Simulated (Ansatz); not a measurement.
# One shape, several levels: H2SO2 (SMILES O=[SH2]=O)

We compute a comparison of 6 runs (HF/STO-3G, r2SCAN0/STO-3G, RPA@PBE/STO-3G, UMP2/STO-3G, CCSD/STO-3G, UCCSD(T)/STO-3G) of H2SO2. 

Program for the calculation: Ansatz 0.2.0.

45 further runs of the same task are left out: 1 that didn't finish, 44 set aside as unsound or not needed.

## 1. The structure to begin with

H2SO2: 5 atoms, total charge 0, spin state singlet. SMILES: `O=[SH2]=O`. The H4–S2 distance was set to 2.798 Å, away from the relaxed value. At this shape a bond of the SMILES string is far longer than usual.

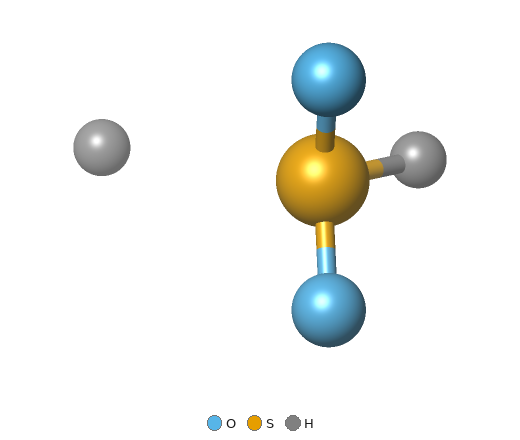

The structure, seen from a chosen angle (oxygen blue, sulfur amber, hydrogen grey).

## 2. The energy at HF/STO-3G (run 1)

run.yaml reads:

```yaml
crystal:
  periodic: [false, false, false]
  atoms:
    - {symbol: O, position_ang: [-0.414340, 1.103850, 2.015070]}
    - {symbol: S, position_ang: [0.585480, 0.813890, 1.041910]}
    - {symbol: O, position_ang: [1.841480, 0.251750, 1.412380]}
    - {symbol: H, position_ang: [-0.558620, -0.842170, -0.901330]}
    - {symbol: H, position_ang: [0.834200, 1.984800, 0.318450]}
basis:
  gaussian:
    orbitals: STO-3G
hamiltonian:
  xc: hf
accuracy: high
total_charge: 0
```

Started as:

```
$ ansatz run run.yaml --threads 1 --pin off --max-ram 2610MiB --events-out events.jsonl --progress --plain --runs-dir runs
```

Standard output:

```text
Warning: RAYON_NUM_THREADS=1 ignored (pool sized by the plan → 1); use --threads N
Functional definition: HF
  name "HF"
  exchange = exact_x
  correlation = 0
387 factors; integrals over basis functions are off by at most 2.6e-8 eV
mean field evaluation 1: about -14722.9413 eV, gradient 4.1e1 eV
mean field evaluation 2: about -14723.0205 eV, gradient 4.2e1 eV
mean field evaluation 4: about -14730.2517 eV, gradient 1.1e1 eV
mean field evaluation 8: about -14731.3291 eV, gradient 9.2e-2 eV
mean field evaluation 16: about -14731.3221 eV, gradient 2.2e-8 eV
mean field -14731.32209985 eV, -541.3661019208 hartree, gradient 2.2e-8 eV, S^2 0.000000; 0 other end points of the search recorded, 0 dependent functions left out
reference -14731.32209985 eV, -541.3661019208 hartree; 17, 17 occupied and 4, 4 virtual orbitals, 387 factors
Total energy: -14731.32209985 eV, -541.3661019208 hartree
```

Wall time 0.14 s (1 thread of Arm Neoverse V1, shared host).

## 3. A single-point energy at r2SCAN0/STO-3G (run 2)

run.yaml reads:

```yaml
crystal:
  periodic: [false, false, false]
  atoms:
    - symbol: O
      position_ang: [-0.414340, 1.103850, 2.015070]
    - symbol: S
      position_ang: [0.585480, 0.813890, 1.041910]
    - symbol: O
      position_ang: [1.841480, 0.251750, 1.412380]
    - symbol: H
      position_ang: [-0.558620, -0.842170, -0.901330]
    - symbol: H
      position_ang: [0.834200, 1.984800, 0.318450]
basis:
  gaussian: {orbitals: STO-3G}
hamiltonian: {xc: {name: r2SCAN0}}
accuracy: high
```

Started as:

```
$ ansatz run run.yaml --threads 1 --pin off --max-ram 2610MiB --events-out events.jsonl --progress --plain --runs-dir runs
```

Standard output:

```text
Warning: RAYON_NUM_THREADS=1 ignored (pool sized by the plan → 1); use --threads N
Functional definition: r2SCAN0
  name "r2SCAN0"
  parameter a = 0.25
  parameter k0 = 0.174
  parameter k1 = 0.065
  parameter a1 = 4.9479
  exchange = (1 - a)*r2scan_x(k0 = k0, k1 = k1, a1 = a1) + a*exact_x
  correlation = r2scan_c
387 factors; integrals over basis functions are off by at most 2.6e-8 eV
mean field evaluation 1: about -14756.1667 eV, gradient 4.9e1 eV
mean field evaluation 2: about -14751.7016 eV, gradient 4.1e1 eV
mean field evaluation 4: about -14757.8625 eV, gradient 1.9e1 eV
mean field evaluation 8: about -14768.4925 eV, gradient 6.9e-1 eV
mean field evaluation 16: about -14768.5087 eV, gradient 1.6e-2 eV
mean field -14768.50871651 eV, -542.7326848771 hartree, gradient 3.4e-8 eV, S^2 0.000000; 0 other end points of the search recorded, 0 dependent functions left out
reference -14768.50871678 eV, -542.7326848869 hartree; 17, 17 occupied and 4, 4 virtual orbitals, 387 factors
Total energy: -14768.50871678 eV, -542.7326848869 hartree
```

Run time: 2.8 s. Hardware: 1 thread of Arm Neoverse V1, shared host; peak memory 0.14 GiB.

Runs 3 to 5 aren't shown in full; the table further down has their settings and results.

## 4. A single-point energy at UCCSD(T)/STO-3G (run 6)

job.yaml reads:

```yaml
basis:
  gaussian: {orbitals: STO-3G}
crystal:
  periodic: [false, false, false]
  atoms:
    - {symbol: O, position_ang: [-0.414340, 1.103850, 2.015070]}
    - {symbol: S, position_ang: [0.585480, 0.813890, 1.041910]}
    - {symbol: O, position_ang: [1.841480, 0.251750, 1.412380]}
    - {symbol: H, position_ang: [-0.558620, -0.842170, -0.901330]}
    - {symbol: H, position_ang: [0.834200, 1.984800, 0.318450]}
magnetization: {spin_polarized: true}
correlation: {method: ccsd_t, frozen_orbitals: {H: 0, O: 1, S: 5}}
accuracy: high
scf: {omitted_lower_state_checks: [cluster_reference, increment]}
```

Started as:

```
$ ansatz run job.yaml --threads 1 --pin off --max-ram 2610MiB --events-out events.jsonl --progress --plain --runs-dir runs
```

Standard output:

```text
Warning: RAYON_NUM_THREADS=1 ignored (pool sized by the plan → 1); use --threads N
[... 17 lines left out ...]
7 core orbitals not correlated: weight in the atoms' cores, before any rotation towards them, 1.000 or more for the frozen orbitals, at most 0.000 for the correlated occupied ones
[... 50 lines left out ...]
Total energy: -14740.48201705 eV, -541.7027226690 hartree
Checks for a lower state left out: cluster_reference, increment
```

Run time: 1 s. Hardware: 1 thread of Arm Neoverse V1, shared host.

## 5. All runs side by side

```
run            level  frozen core orbitals  energy (Eh)  wall time
  1        HF/STO-3G                     –  -541.366102     0.14 s
  2   r2SCAN0/STO-3G                     –  -542.732685      2.8 s
  3   RPA@PBE/STO-3G                     7  -541.757142      2.9 s
  4      UMP2/STO-3G                     7  -541.649704      0.7 s
  5      CCSD/STO-3G                     7  -541.664992     0.24 s
  6  UCCSD(T)/STO-3G                     7  -541.702723        1 s
```

## 6. Summary of results

```
                                          quantity          value
                               run 6: total energy  -541.70272 Eh
run 6: correlation energy (7 core orbitals frozen)     -147.4 mEh
                             run 6: (T) correction     -10.81 mEh
          run 6: ⟨S²⟩ of the reference determinant          1.010
                              run 6: T1 diagnostic          0.075
```

**Reading.** Below the HF energy at the same shape and in the same basis (STO-3G): UMP2 -283.6 mEh; CCSD -298.9 mEh; UCCSD(T) -336.6 mEh. Some of these start from another determinant than that one, so these aren't their correlation energies. In run 5 the T1 diagnostic is large, so a single reference may not serve. In runs 3, 5 the log says that unrestricted orbitals would lower the reference, so the values rest on an unstable closed-shell determinant (other closed-shell runs at this shape may share the fault). In runs 1, 2, 3, 4, 5, 6 the basis is minimal, so the values are rough. In runs 1, 2, 3, 5 a closed-shell determinant meets a far-stretched bond, which it describes badly. Spin contamination of the reference: run 4 ⟨S²⟩ = 1.01, run 6 ⟨S²⟩ = 1.01. Where it is this large, the reference is a mixture of spin states, and values that rest on it are in doubt. All runs together took 7.7 s, the longest 2.9 s.
